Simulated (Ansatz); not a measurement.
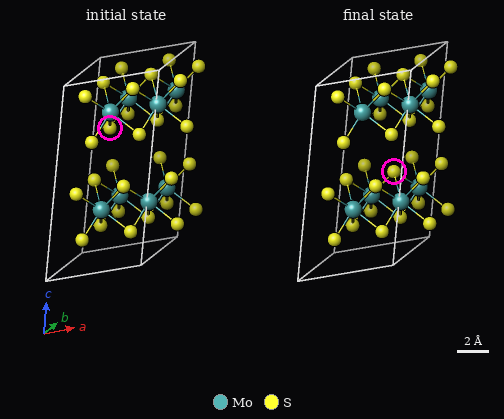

The two relaxed end points of a path for a defect cell of composition Mo8S15 with an S vacancy (23 atoms in the cell). A ball-and-stick model of the reduced simulation cell (origin moved), seen from a free direction. The moving atom is ringed, with any periodic copies. Lengths and directions refer to the drawn axes. Bonds to atoms that aren't drawn are left out.

Level of theory: Ansatz 0.2.0, DFT, PAW plane waves, PBEsol.

Run with plane-wave cutoff 420 eV; k-point mesh 3 × 3 × 3; cold smearing 0.15 eV; 3 movable images; climbing image; force threshold 0.1 eV/Å; iteration limit 40.

Start:
```
CELL_PARAMETERS angstrom
3.14931 1.81825 12.25839
-3.14931 1.81825 12.25839
0.00000 -3.63651 12.25839
ATOMIC_POSITIONS crystal
Mo 0.00172 0.00202 0.99662
S 0.12447 0.12453 0.12432
S 0.20849 0.20856 0.21001
Mo 0.99962 0.99966 0.50051
S 0.12462 0.12492 0.62585
Mo 0.99977 0.49981 0.00067
S 0.11791 0.62771 0.12864
S 0.21059 0.70765 0.20855
Mo 0.00178 0.49567 0.50293
S 0.12449 0.62347 0.62537
S 0.20849 0.70916 0.70941
Mo 0.49977 0.99983 0.00066
S 0.62739 0.11826 0.12860
S 0.70735 0.21090 0.20852
Mo 0.49538 0.00209 0.50290
S 0.62344 0.12453 0.62536
S 0.70912 0.20855 0.70939
Mo 0.49963 0.49996 0.00071
S 0.62418 0.62422 0.12506
S 0.70873 0.70877 0.20958
Mo 0.49978 0.49983 0.50065
S 0.62745 0.62774 0.61907
S 0.70737 0.70772 0.71170
```

End:
```
CELL_PARAMETERS angstrom
3.14931 1.81825 12.25839
-3.14931 1.81825 12.25839
0.00000 -3.63651 12.25839
ATOMIC_POSITIONS crystal
Mo 0.99997 0.00038 0.00139
S 0.20880 0.20921 0.71091
S 0.20727 0.20750 0.20858
Mo 0.00097 0.00129 0.49612
S 0.12462 0.12504 0.62548
Mo 0.00101 0.49507 0.00231
S 0.12462 0.62446 0.12605
S 0.20880 0.70991 0.21020
Mo 0.00026 0.50046 0.50146
S 0.12541 0.62280 0.62389
S 0.20123 0.71118 0.71218
Mo 0.49478 0.00126 0.00231
S 0.62405 0.12503 0.12604
S 0.70949 0.20921 0.21021
Mo 0.50005 0.00067 0.50146
S 0.62256 0.12568 0.62384
S 0.71089 0.20143 0.71226
Mo 0.50005 0.50046 0.00167
S 0.62261 0.62277 0.12671
S 0.71087 0.71121 0.20250
Mo 0.49903 0.49923 0.50029
S 0.62453 0.62493 0.62595
S 0.70908 0.70949 0.71050
```

### Predict the minimum-energy path and its barrier.

The two ends have nearly the same energy, and the highest point, image 2, lies 3.89 eV above the start. It is a vacancy jump: a nearby atom moves into the empty site and leaves its own site empty. An S atom travels furthest, 3.50 Å from end to end, roughly along [3 0 −2], on a path that bends up to 0.15 Å away from the straight line. At the highest image its nearest neighbour (S) is 2.96 Å away, against 2.39 Å at the start, and the surrounding atoms stand up to 0.44 Å off the mean of their end positions. The band converged in 6 iterations. The largest component of the band force went from 1.4 to 0.06 eV/Å. The climbing image converged on the top of the path. Its curvatures weren't checked. The force threshold of 0.1 eV/Å is loose, so the barrier is approximate.

Energies of the converged images:

```tsv
image	path (Å)	E (eV)
0	0.00	0.000
1	1.48	0.265
2	2.97	3.886
3	4.40	0.254
4	5.84	-0.017
```

The geometry at the top of the path:

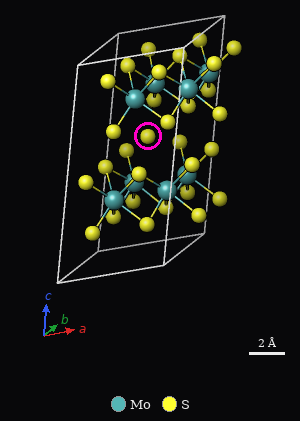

Limits of the set-up: the periodic images lie only 6.3 Å apart, so the values are limited by the cell's size.

The run took 7.8 min on 4 threads of Intel(R) Xeon(R) 6975P-C (Granite Rapids), on a shared host, peak memory 3.2 GiB.
